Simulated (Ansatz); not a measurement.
A series of calculations on C₃H₄S

## 1. Relaxation

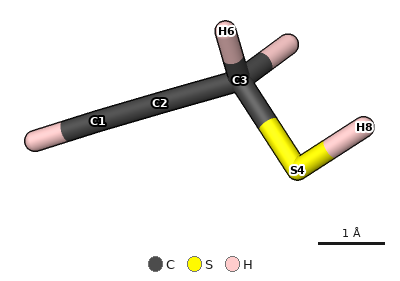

Starting structure of C$_{3}$H$_{4}$S (coarse preliminary run). The picture is a stick view, seen at a tilt.

Method: RKS PBE-D4/def2-SVP in Ansatz 0.2.0.

The input:
```yaml
crystal:
  periodic: [false, false, false]
  atoms:
    - {symbol: C, position_ang: [-0.821500, 1.546100, -1.092800]}
    - {symbol: C, position_ang: [-0.286400, 0.771700, -0.448500]}
    - {symbol: C, position_ang: [0.405100, -0.216000, 0.341300]}
    - {symbol: S, position_ang: [-0.333500, -1.810100, 0.357500]}
    - {symbol: H, position_ang: [-1.395100, 2.302200, -1.707000]}
    - {symbol: H, position_ang: [0.531400, 0.142200, 1.388500]}
    - {symbol: H, position_ang: [1.475700, -0.360400, -0.034000]}
    - {symbol: H, position_ang: [0.516500, -2.432900, 1.139000]}
basis:
  gaussian: {orbitals: def2-SVP}
hamiltonian: {xc: pbe, dispersion: d4}
relax: {f_tol: 0.03, max_steps: 250}
```

What does the optimiser find from here?

Answer. The optimiser took 6 steps. S4 moves most after the best rigid fit: 0.077 Å. Largest moves by element: S 0.077 Å, C 0.075 Å, H 0.043 Å. Some distances before and after: C3–S4 1.757 → 1.857 Å, C1–C2 1.141 → 1.222 Å, S4–H8 1.312 → 1.363 Å, C1–H5 1.130 → 1.081 Å. Among the angles between lasting bonds that change: C2–C3–S4 115.2° → 110.2°, C3–S4–H8 99.4° → 95.1°, H6–C3–H7 104.1° → 108.0°.

Final geometry:

```xyz
8

C    -0.8704    1.5720   -1.1199
C    -0.2485    0.7695   -0.4394
C     0.4751   -0.2012    0.3646
S    -0.4008   -1.8381    0.3340
H    -1.4164    2.2860   -1.7205
H     0.5508    0.1544    1.4137
H     1.5052   -0.3292   -0.0296
H     0.4973   -2.4706    1.1411
```

The end point in the same view:

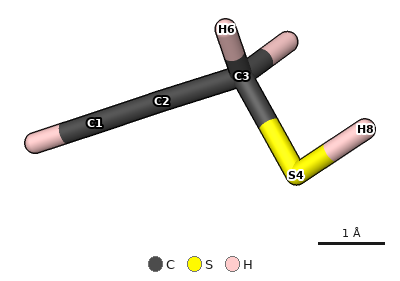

## 2. Relaxation

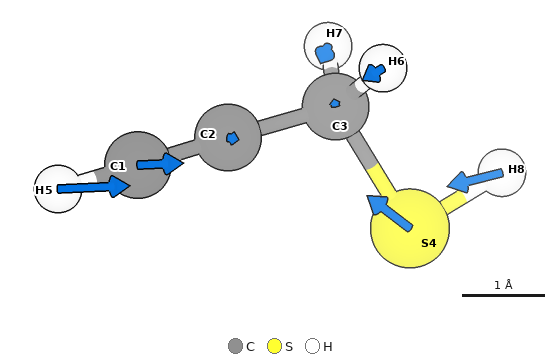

A relaxation of C3H4S. The starting structure is drawn; blue arrows show the displacements, magnified 20 times. The two geometries are superimposed by the best rigid fit.

Style: ball-and-stick. Shown at a tilt.

Level of theory: Ansatz, RKS PBE0-D4/def2-TZVP.

Input file:
```yaml
crystal:
  periodic: [false, false, false]
  atoms:
    - {symbol: C, position_ang: [-0.870183, 1.572107, -1.119893]}
    - {symbol: C, position_ang: [-0.248415, 0.769550, -0.439379]}
    - {symbol: C, position_ang: [0.475036, -0.201305, 0.364558]}
    - {symbol: S, position_ang: [-0.401108, -1.837989, 0.334028]}
    - {symbol: H, position_ang: [-1.416030, 2.286262, -1.720464]}
    - {symbol: H, position_ang: [0.550867, 0.154325, 1.413695]}
    - {symbol: H, position_ang: [1.505127, -0.329483, -0.029646]}
    - {symbol: H, position_ang: [0.496907, -2.470666, 1.141102]}
basis:
  gaussian: {orbitals: def2-TZVP}
hamiltonian: {xc: pbe0, dispersion: d4}
relax: {f_tol: 0.005, max_steps: 200}
```

Q: What did the optimiser do to the structure, and how much energy did it gain?

A: The energy falls by 1.38 kcal/mol in 5 accepted moves (6 points after the start). The largest force component goes from 1.2 to 0.0035 eV/Å. The line search rejected the trial step at point 4 of the run. The largest move after the best rigid fit is that of H5, 0.048 Å. By element the largest moves are H 0.048 Å, S 0.037 Å, C 0.031 Å. Near-neighbour distances that change, for instance: C3–S4 1.857 → 1.827 Å, C1–C2 1.222 → 1.199 Å, S4–H8 1.363 → 1.343 Å, C3–H6 1.110 → 1.092 Å.

## 3. Scan

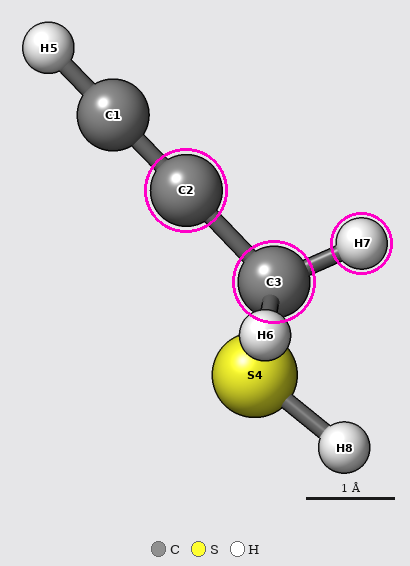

C3H4S: the H7–C3–C2 angle is varied, with the rest of the molecule carried along rigidly. The picture shows the minimum geometry. The ringed atoms are those of the scanned coordinate. Style: ball-and-stick. Shown onto the plane of the angle.

Single-point energies from Ansatz with CCSD(T), r2SCAN-D4, PBE-D4, PBE0-D4, wB97M-V, B3LYP-D4 in the def2-TZVPP basis, on geometries moved rigidly from the minimum at PBE0-D4/def2-TZVP. Coupled cluster with a frozen core. Energies are counted from the PBE0-D4/def2-TZVP minimum geometry at the same level.

The input:
```yaml
crystal:
  periodic: [false, false, false]
  atoms:
    - {symbol: C, position_ang: [-0.859924, 1.547080, -1.104745]}
    - {symbol: C, position_ang: [-0.247185, 0.762286, -0.436202]}
    - {symbol: C, position_ang: [0.478669, -0.197418, 0.365719]}
    - {symbol: S, position_ang: [-0.393755, -1.802369, 0.327241]}
    - {symbol: H, position_ang: [-1.400028, 2.247325, -1.696825]}
    - {symbol: H, position_ang: [0.546199, 0.154539, 1.397054]}
    - {symbol: H, position_ang: [1.488928, -0.323715, -0.028632]}
    - {symbol: H, position_ang: [0.479297, -2.444926, 1.120391]}
basis:
  gaussian: {orbitals: def2-TZVPP}
correlation: {method: ccsd_t}
```

Q: Give the energy at each point (the angle: 85.9, 91.9, 97.9, 103.9, 109.9, 115.9, 121.9, 127.9, 133.9°).

A: Energies in kcal/mol.

| angle (°) | CCSD(T) | r2SCAN-D4 | PBE-D4 | PBE0-D4 | wB97M-V | B3LYP-D4 |
| --- | --- | --- | --- | --- | --- | --- |
| 85.9 | 12.8 | 12.4 | 11.9 | 12.3 | 12.4 | 12.7 |
| 91.9 | 7.2 | 7.0 | 6.7 | 6.9 | 6.9 | 7.2 |
| 97.9 | 3.2 | 3.1 | 3.0 | 3.1 | 3.1 | 3.2 |
| 103.9 | 0.8 | 0.8 | 0.8 | 0.8 | 0.8 | 0.8 |
| 109.9 | 0.0 | 0.0 | 0.0 | 0.0 | 0.0 | 0.0 |
| 115.9 | 0.8 | 0.7 | 0.7 | 0.7 | 0.8 | 0.7 |
| 121.9 | 3.0 | 2.9 | 2.7 | 2.9 | 3.0 | 2.9 |
| 127.9 | 6.7 | 6.5 | 6.2 | 6.6 | 6.7 | 6.6 |
| 133.9 | 11.9 | 11.6 | 10.9 | 11.6 | 11.8 | 11.6 |

With CCSD(T): of the computed points the lowest is at the angle 109.9°, 0.0 kcal/mol. The end points stand at 12.8 kcal/mol (85.9°) and 11.9 kcal/mol (133.9°). The curvature at the lowest point is about 6.1 eV/rad². At 85.9° the levels give PBE-D4 11.9 kcal/mol, PBE0-D4 12.3 kcal/mol, r2SCAN-D4 12.4 kcal/mol, wB97M-V 12.4 kcal/mol, B3LYP-D4 12.7 kcal/mol, CCSD(T) 12.8 kcal/mol. Closest to CCSD(T) there is B3LYP-D4.

As a plot:

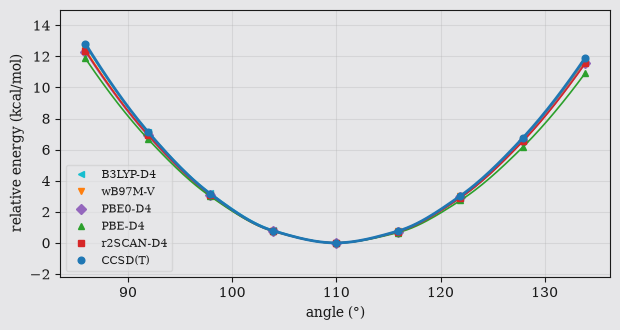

## 4. Scan

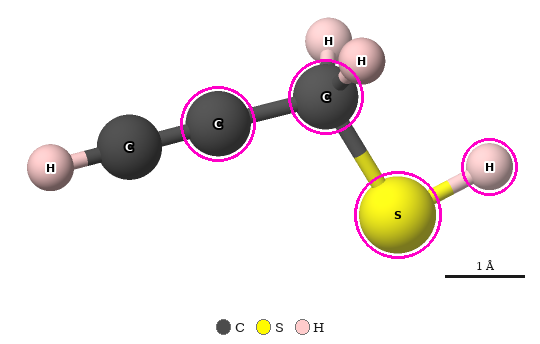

C₃H₄S: the C2–C3–S4–H8 dihedral angle is varied, with the rest of the molecule carried along rigidly. The picture shows the minimum geometry. The ringed atoms are those of the scanned coordinate. The picture is a ball-and-stick view, seen face on, with a slight tilt.

Single-point energies from Ansatz with PBE-D4 in the def2-TZVPP basis, on geometries moved rigidly from the minimum at PBE0-D4/def2-TZVP. Energies are counted from the PBE0-D4/def2-TZVP minimum geometry at the same level.

```xyz
8

C    -0.8599    1.5471   -1.1047
C    -0.2472    0.7623   -0.4362
C     0.4787   -0.1974    0.3657
S    -0.3938   -1.8024    0.3272
H    -1.4000    2.2473   -1.6968
H     0.5462    0.1545    1.3971
H     1.4889   -0.3237   -0.0286
H     0.4793   -2.4449    1.1204
```

> Give the energy at each point (the dihedral: 22.6, 58.6, 94.6, 130.6, 166.6, 180.0, 202.6, 238.6, 274.6, 310.6, 346.6°).

| dihedral angle (°) | ΔE (meV) |
| --- | --- |
| 22.6 | 13.6 |
| 58.6 | −10.0 |
| 94.6 | 30.1 |
| 130.6 | 44.3 |
| 166.6 | 5.4 |
| 180.0 | 0.0 |
| 202.6 | 14.4 |
| 238.6 | 48.4 |
| 274.6 | 17.1 |
| 310.6 | −9.9 |
| 346.6 | 22.5 |

The lowest computed point lies at the dihedral 58.6° (−10.0 meV). Further local minima among the points: 180.0° (0.0 meV), 310.6° (−9.9 meV). Local maxima lie at 130.6° (44.3 meV), 238.6° (48.4 meV). The highest point, at 238.6°, lies 58.5 meV above the lowest and gives an upper estimate of the barrier to rotation, since the rotor is rigid.

As a plot:

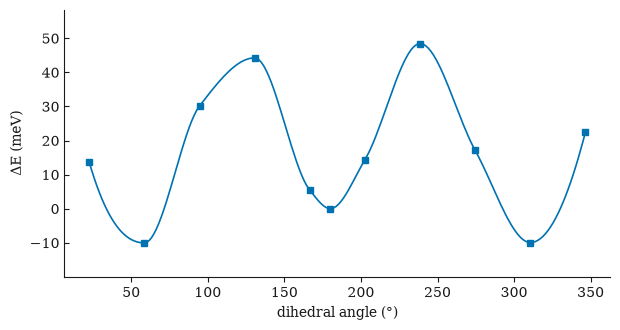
